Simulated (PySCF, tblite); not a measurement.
# Amminetrifluoroboron (BF₃H₃N): isotopologues and vibrational averages

How do isotopes change the rotational constants and shieldings of Amminetrifluoroboron (BF₃H₃N) (`[NH3+][B-](F)(F)F`)?

Programs: PySCF 2.14.0 with density-fitted response routines of our own, and tblite 0.8.0. All values are computed, except where a source is named. Atoms count from 0 throughout.

### 1 The starting structure

8 atoms, charge 0, multiplicity 1; geometry from: force field or distance geometry start.

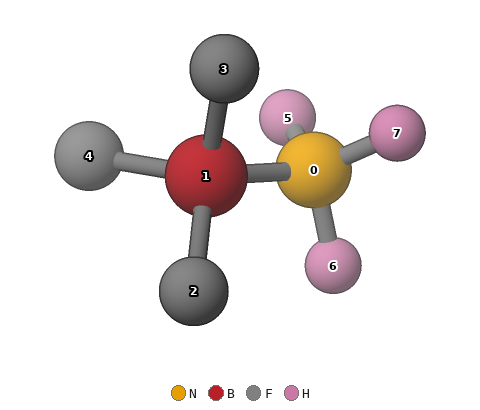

The starting geometry (nitrogen amber, boron red, fluorine grey, hydrogen pink), atoms numbered.

### 2 GFN2-xTB relaxation, lowest of a short conformer search

Job settings and geometry (Å):

```
{"job": {"xc": "GFN2-xTB", "basis": "xTB", "kind": "relax"}, "charge": 0, "multiplicity": 1}
N     -0.774700    -0.018000    -0.154200
B      0.676200     0.044000     0.111500
F      1.253400     1.350200     0.159500
F      0.852500    -0.651600     1.359400
F      1.386900    -0.697100    -0.883400
H     -0.996900    -0.860600    -0.725200
H     -1.008800     0.864200    -0.699100
H     -1.352300     0.006700     0.733300
```

Launch:

```sh
$ OMP_NUM_THREADS=1 python ens_run.py task.json out
```

The driver reads the study from task.json and runs its stages one after another.

Log:

```text
step      E/eV     max force
  0    -544.64522    5.124
  1    -545.13300    2.127
  2    -545.24268    0.661
  3    -545.26157    0.472
  4    -545.27682    0.407
  5    -545.28541    0.255
  6    -545.28980    0.211
  7    -545.29375    0.208
  8    -545.29615    0.150
  9    -545.29729    0.078
 10    -545.29773    0.052
 11    -545.29801    0.048
 12    -545.29820    0.037
 13    -545.29829    0.032
 14    -545.29836    0.028
 15    -545.29846    0.039
 16    -545.29858    0.046
 17    -545.29867    0.035
 18    -545.29872    0.019
 19    -545.29875    0.015
 20    -545.29877    0.020
 21    -545.29880    0.020
 22    -545.29882    0.013
 23    -545.29884    0.011
 24    -545.29885    0.012
 25    -545.29886    0.011
 26    -545.29887    0.006
 27    -545.29887    0.006
 28    -545.29888    0.008
 29    -545.29889    0.015
 30    -545.29891    0.025
 31    -545.29896    0.039
 32    -545.29906    0.050
 33    -545.29921    0.051
 34    -545.29942    0.070
 35    -545.29975    0.078
 36    -545.30022    0.103
 37    -545.30062    0.129
 38    -545.30114    0.081
 39    -545.30156    0.068
 40    -545.30182    0.053
 41    -545.30197    0.068
 42    -545.30227    0.073
 43    -545.30268    0.038
 44    -545.30279    0.077
 45    -545.30297    0.047
 46    -545.30307    0.027
 47    -545.30310    0.018
 48    -545.30312    0.009
 49    -545.30313    0.011
 50    -545.30314    0.006
 51    -545.30314    0.003
```

Wall time 0.12 s (1 thread of Arm Neoverse V2, shared host).

The energy fell by 0.658 eV, and the atoms moved 0.29 Å (root mean square).

### 3 Tight optimisation and Hessian

Job settings and geometry (Å):

```
{"job": {"xc": "PBE0", "basis": "pcSseg-1", "grid": 2, "temperatures": [298.15, 400], "kind": "geom"}, "charge": 0, "multiplicity": 1}
N     -0.839861     0.010762    -0.186309
B      0.842498    -0.001257     0.160951
F      1.127600     1.289043     0.437507
F      0.952224    -0.834791     1.217264
F      1.406342    -0.464907    -0.974803
H     -1.125322    -0.939878    -0.404355
H     -0.994783     0.623822    -0.981865
H     -1.332470     0.354855     0.633351
```

Log:

```text
step   0  E = -10360.5245401 eV  max force = 0.86063
step   1  E = -10360.5545977 eV  max force = 0.27996
step   2  E = -10360.5561614 eV  max force = 0.03942
step   3  E = -10360.5561817 eV  max force = 0.00750
step   4  E = -10360.5562004 eV  max force = 0.02331
step   5  E = -10360.5562136 eV  max force = 0.00738
step   6  E = -10360.5562154 eV  max force = 0.00098
step   7  E = -10360.5562154 eV  max force = 0.00098
step   8  E = -10360.5562155 eV  max force = 0.00090
harmonic wavenumbers (cm-1): 145.4 278.5 278.8 445.2 446.1 449.3 683.9 810.5 811.1 900.2 1267.4 1268.6 1322.1 1633.2 1633.6 3463.9 3591.8 3591.9
```

It took 3.2 min on 1 thread of Arm Neoverse V2, shared host; peak memory 0.54 GiB.

### 4 Displacements along the modes, parent

Job settings and geometry (Å):

```
{"job": {"xc": "PBE0", "basis": "pcSseg-1", "grid": 2, "temperatures": [298.15, 400], "kind": "vib", "mass_numbers": [14, 11, 19, 19, 19, 1, 1, 1]}, "charge": 0, "multiplicity": 1}
N     -0.805717     0.010712    -0.179607
B      0.835694    -0.000748     0.159412
F      1.123772     1.304732     0.436893
F      0.943364    -0.842385     1.229283
F      1.404237    -0.472812    -0.988851
H     -1.128606    -0.929212    -0.406751
H     -1.002393     0.619741    -0.973132
H     -1.334121     0.347622     0.624492
```

Log:

```text
mode    cm-1    km/mol   phi_rrr   E(+)/cm-1  E(-)/cm-1
  1    145.42     0.00     -17.8     117.05     116.61
  2    278.49    11.57     -12.5      51.02      50.28
  3    278.77    11.47      21.1      51.93      49.45
  4    445.18     0.77      10.4      81.01      79.57
  5    446.10     0.74      18.6      80.87      79.99
  6    449.27     1.26     110.9      85.05      77.00
  7    683.91   115.93      72.1     125.83     120.64
  8    810.53     1.40      -4.4     147.14     148.57
  9    811.12     1.44      14.7     148.06     147.75
 10    900.21   278.00       2.3     162.05     161.86
 11   1267.38   396.89     -40.9     227.22     230.02
 12   1268.61   396.85     223.4     236.83     220.65
 13   1322.06   223.63    -351.3     225.98     251.37
 14   1633.18    29.40      66.7     296.24     291.84
 15   1633.55    29.40     107.0     297.98     290.20
 16   3463.93    18.62   -1270.0     580.03     671.36
 17   3591.80    70.34    -944.0     616.21     684.12
 18   3591.93    70.35     133.0     655.12     645.19
```

Wall time 3 min (1 thread of Arm Neoverse V2, shared host); peak memory 0.54 GiB.

### 5 Displacements along the modes, 10B at atom 1

Job settings and geometry (Å):

```
{"job": {"xc": "PBE0", "basis": "pcSseg-1", "grid": 2, "temperatures": [298.15, 400], "kind": "vib", "mass_numbers": [14, 10, 19, 19, 19, 1, 1, 1]}, "charge": 0, "multiplicity": 1}
N     -0.805717     0.010712    -0.179607
B      0.835694    -0.000748     0.159412
F      1.123772     1.304732     0.436893
F      0.943364    -0.842385     1.229283
F      1.404237    -0.472812    -0.988851
H     -1.128606    -0.929212    -0.406751
H     -1.002393     0.619741    -0.973132
H     -1.334121     0.347622     0.624492
```

Log:

```text
mode    cm-1    km/mol   phi_rrr   E(+)/cm-1  E(-)/cm-1
  1    145.42     0.00      17.8     116.61     117.05
  2    278.76    11.70     -13.5      51.04      50.36
  3    279.05    11.60     -20.6      49.53      51.94
  4    446.96     0.65      11.4      81.37      79.85
  5    447.90     0.60     -17.7      80.35      81.16
  6    449.33     1.30     106.8      84.94      77.12
  7    695.84    99.50      67.0     127.76     122.95
  8    810.66     1.56      -4.3     147.19     148.61
  9    811.25     1.60     -14.5     147.80     148.09
 10    922.15   325.38      38.4     167.28     164.49
 11   1314.11   426.05      41.2     238.49     235.65
 12   1315.40   425.99    -237.7     228.60     245.79
 13   1322.20   227.95    -352.2     225.97     251.42
 14   1633.29    27.69     -66.4     291.86     296.24
 15   1633.65    27.70    -107.0     290.21     298.00
 16   3463.93    18.54   -1270.0     580.03     671.36
 17   3591.81    70.26    -944.0     616.21     684.12
 18   3591.93    70.27     133.0     655.12     645.19
```

Wall time 3.1 min (1 thread of Arm Neoverse V2, shared host); peak memory 0.54 GiB.

### 6 Displacements along the modes, 2H at atom 5

Job settings and geometry (Å):

```
{"job": {"xc": "PBE0", "basis": "pcSseg-1", "grid": 2, "temperatures": [298.15, 400], "kind": "vib", "mass_numbers": [14, 11, 19, 19, 19, 2, 1, 1]}, "charge": 0, "multiplicity": 1}
N     -0.805717     0.010712    -0.179607
B      0.835694    -0.000748     0.159412
F      1.123772     1.304732     0.436893
F      0.943364    -0.842385     1.229283
F      1.404237    -0.472812    -0.988851
H     -1.128606    -0.929212    -0.406751
H     -1.002393     0.619741    -0.973132
H     -1.334121     0.347622     0.624492
```

Log:

```text
mode    cm-1    km/mol   phi_rrr   E(+)/cm-1  E(-)/cm-1
  1    127.01     0.06     -13.9      89.72      89.12
  2    265.19     9.11     -14.7      48.68      47.99
  3    274.31    10.50       1.3      50.37      49.77
  4    426.45     1.65      32.4      78.25      75.46
  5    444.78     0.91      -2.7      80.05      80.34
  6    446.53     1.15      32.4      81.36      79.56
  7    676.15    78.68      55.1     123.94     119.65
  8    706.44    38.35      75.4     130.06     125.39
  9    801.28     1.63       0.7     145.87     146.13
 10    900.17   277.19       2.2     162.03     161.86
 11   1217.76   202.12     220.9     227.89     211.52
 12   1264.03   402.27      16.3     228.48     227.37
 13   1274.02   369.44    -131.9     225.14     234.31
 14   1406.14     0.72      -0.4     253.26     253.15
 15   1599.97    48.31    -146.8     283.13     293.19
 16   2586.76    28.67    1412.8     519.92     418.71
 17   3511.26    39.07    1568.4     691.92     578.94
 18   3591.77    70.91      -6.7     649.89     650.45
```

It took 3.3 min on 1 thread of Arm Neoverse V2, shared host; peak memory 0.54 GiB.

### 7 Displacements along the modes, 2H at atom 5, 2H at atom 6, 2H at atom 7

Job settings and geometry (Å):

```
{"job": {"xc": "PBE0", "basis": "pcSseg-1", "grid": 2, "temperatures": [298.15, 400], "kind": "vib", "mass_numbers": [14, 11, 19, 19, 19, 2, 2, 2]}, "charge": 0, "multiplicity": 1}
N     -0.805717     0.010712    -0.179607
B      0.835694    -0.000748     0.159412
F      1.123772     1.304732     0.436893
F      0.943364    -0.842385     1.229283
F      1.404237    -0.472812    -0.988851
H     -1.128606    -0.929212    -0.406751
H     -1.002393     0.619741    -0.973132
H     -1.334121     0.347622     0.624492
```

Log:

```text
mode    cm-1    km/mol   phi_rrr   E(+)/cm-1  E(-)/cm-1
  1    104.26     0.00       9.6      60.93      61.56
  2    252.78     6.82      14.8      47.01      45.16
  3    253.05     6.88       8.4      47.12      45.09
  4    417.42     1.55    -105.8      71.48      79.08
  5    428.89     1.94      15.2      78.16      76.54
  6    429.86     1.93     -17.4      77.01      77.99
  7    665.82     0.57      -0.3     120.04     120.59
  8    666.16     0.55     -12.4     120.11     120.61
  9    677.63   101.99     -50.7     120.24     123.89
 10    900.03   268.79      -0.1     161.92     161.92
 11   1022.50   168.88    -245.9     175.58     193.32
 12   1180.48    22.18     -41.5     211.21     213.91
 13   1180.74    22.03     -61.3     210.37     214.83
 14   1256.94   363.80      45.6     228.44     225.14
 15   1258.21   364.00    -237.2     218.39     235.43
 16   2477.58    14.86    -765.4     419.54     474.60
 17   2647.93    40.17     540.7     498.07     459.08
 18   2648.01    40.17    -289.1     468.05     489.09
```

Run time: 3.3 min. Hardware: 1 thread of Arm Neoverse V2, shared host; peak memory 0.54 GiB.

### 8 Displacements along the modes, 15N at atom 0

Job settings and geometry (Å):

```
{"job": {"xc": "PBE0", "basis": "pcSseg-1", "grid": 2, "temperatures": [298.15, 400], "kind": "vib", "mass_numbers": [15, 11, 19, 19, 19, 1, 1, 1]}, "charge": 0, "multiplicity": 1}
N     -0.805717     0.010712    -0.179607
B      0.835694    -0.000748     0.159412
F      1.123772     1.304732     0.436893
F      0.943364    -0.842385     1.229283
F      1.404237    -0.472812    -0.988851
H     -1.128606    -0.929212    -0.406751
H     -1.002393     0.619741    -0.973132
H     -1.334121     0.347622     0.624492
```

Log:

```text
mode    cm-1    km/mol   phi_rrr   E(+)/cm-1  E(-)/cm-1
  1    145.42     0.00      17.8     116.61     117.05
  2    276.77    10.95      11.6      49.95      50.69
  3    277.05    10.86      21.6      51.61      49.10
  4    440.28     1.00    -111.0      75.44      83.37
  5    445.24     0.74       5.8      80.85      79.75
  6    446.10     0.74     -19.7      79.96      80.90
  7    682.80   116.33     -67.8     120.59     125.46
  8    805.02     1.83      -4.1     146.20     147.62
  9    805.60     1.87     -14.1     146.83     147.08
 10    900.11   277.80       3.3     162.07     161.81
 11   1266.86   398.00     -41.5     227.11     229.95
 12   1268.09   397.96     224.0     236.77     220.54
 13   1314.12   220.62    -347.8     224.67     249.81
 14   1630.72    29.01      66.6     295.78     291.39
 15   1631.09    29.01     107.0     297.53     289.75
 16   3461.46    17.93   -1268.5     579.63     670.86
 17   3581.75    69.66    -941.1     614.49     682.19
 18   3581.87    69.67     113.3     652.59     644.06
```

Run time: 3.1 min. Hardware: 1 thread of Arm Neoverse V2, shared host; peak memory 0.54 GiB.

### 9 Vibrational averages by isotopologue

Job settings and geometry (Å):

```
{"job": {"xc": "PBE0", "basis": "pcSseg-1", "grid": 2, "temperatures": [298.15, 400], "kind": "iso"}, "charge": 0, "multiplicity": 1}
N     -0.805717     0.010712    -0.179607
B      0.835694    -0.000748     0.159412
F      1.123772     1.304732     0.436893
F      0.943364    -0.842385     1.229283
F      1.404237    -0.472812    -0.988851
H     -1.128606    -0.929212    -0.406751
H     -1.002393     0.619741    -0.973132
H     -1.334121     0.347622     0.624492
```

Log:

```text
parent
  Be/MHz 4912.149 4679.26 4678.319
  B0/MHz 4890.149 4627.586 4627.757
  ZPE/cm-1 11510.7
  <sigma>(0 K)/ppm 205.862 101.759 330.400 330.380 330.383 28.337 28.337 28.337
10B at atom 1
  Be/MHz 4912.149 4679.979 4679.038
  B0/MHz 4889.487 4627.596 4627.797
  ZPE/cm-1 11576.8
  <sigma>(0 K)/ppm 205.875 101.746 330.321 330.303 330.305 28.338 28.338 28.338
2H at atom 5
  Be/MHz 4888.541 4511.582 4490.821
  B0/MHz 4864.994 4463.943 4444.211
  ZPE/cm-1 10760.0
  <sigma>(0 K)/ppm 206.502 101.783 330.646 330.555 330.560 28.486 28.358 28.359
2H at atom 5, 2H at atom 6, 2H at atom 7
  Be/MHz 4784.113 4213.07 4212.315
  B0/MHz 4762.475 4169.773 4169.925
  ZPE/cm-1 9234.1
  <sigma>(0 K)/ppm 207.668 101.831 330.948 330.932 330.933 28.524 28.524 28.524
15N at atom 0
  Be/MHz 4912.146 4579.165 4578.262
  B0/MHz 4890.192 4528.346 4528.505
  ZPE/cm-1 11480.2
  <sigma>(0 K)/ppm 205.857 101.766 330.432 330.412 330.414 28.338 28.338 28.338
```

It took 19 min on 1 thread of Arm Neoverse V2, shared host; peak memory 0.54 GiB. This counts the whole study up to here.

Rotational constants (MHz) at equilibrium and in the ground state:

| isotopologue | Be | B0 | zero-point change (cm⁻¹) |
| --- | --- | --- | --- |
| parent | 4912.1, 4679.3, 4678.3 | 4890.1, 4627.6, 4627.8 | 0.0 |
| 10B at atom 1 | 4912.1, 4680.0, 4679.0 | 4889.5, 4627.6, 4627.8 | 66.1 |
| 2H at atom 5 | 4888.5, 4511.6, 4490.8 | 4865.0, 4463.9, 4444.2 | -750.7 |
| 2H at atom 5, 2H at atom 6, 2H at atom 7 | 4784.1, 4213.1, 4212.3 | 4762.5, 4169.8, 4169.9 | -2276.6 |
| 15N at atom 0 | 4912.1, 4579.2, 4578.3 | 4890.2, 4528.3, 4528.5 | -30.6 |

Shieldings of the first species (ppm): at equilibrium, the vibrational parts at 0 K, and the averages:

| atom | equilibrium | anharmonic | harmonic | 0 K | 298.15 K | 400 K |
| --- | --- | --- | --- | --- | --- | --- |
| N0 | 211.47 | 4.54 | -10.15 | 205.86 | 204.33 | 203.65 |
| B1 | 102.64 | -0.54 | -0.34 | 101.76 | 101.60 | 101.47 |
| F2 | 336.35 | -1.96 | -3.99 | 330.40 | 328.23 | 326.86 |
| F3 | 336.28 | -1.90 | -4.00 | 330.38 | 328.20 | 326.83 |
| F4 | 336.29 | -1.90 | -4.00 | 330.38 | 328.21 | 326.84 |
| H5 | 28.98 | 0.51 | -1.15 | 28.34 | 28.24 | 28.19 |
| H6 | 28.98 | 0.51 | -1.15 | 28.34 | 28.24 | 28.19 |
| H7 | 28.98 | 0.51 | -1.15 | 28.34 | 28.24 | 28.19 |

Isotope effects on the shieldings at 0 K (ppb; positive means more shielded):

| atom | 10B at atom 1 | 2H at atom 5 | 2H at atom 5, 2H at atom 6, 2H at atom 7 | 15N at atom 0 |
| --- | --- | --- | --- | --- |
| N0 | 13 | 640 | 1806 | -5 |
| B1 | -13 | 24 | 72 | 7 |
| F2 | -79 | 246 | 548 | 32 |
| F3 | -78 | 175 | 552 | 31 |
| F4 | -78 | 177 | 550 | 31 |
| H5 | 0 | 149 | 187 | 0 |
| H6 | 0 | 21 | 187 | 0 |
| H7 | 0 | 22 | 187 | 0 |

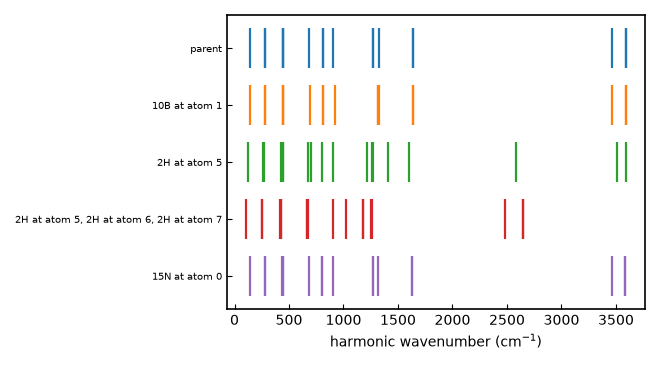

Harmonic wavenumbers of each isotopologue.

### 10 Summary of results

```
                  quantity                       value
               point group                         C3v
   B0 of the first species  4890.1, 4627.6, 4627.8 MHz
         zero-point energy                  11511 cm⁻¹
zero-point change of σ(F2)                   -5.95 ppm
```

**Reading.** Zero-point motion changes the shielding of F2 most, by -5.95 ppm. The largest secondary isotope effect is 1806 ppb on N0, 1 bond from the change (2H at atom 5, 2H at atom 6, 2H at atom 7). The job flags a low mode; perturbation theory is less sure for low modes.
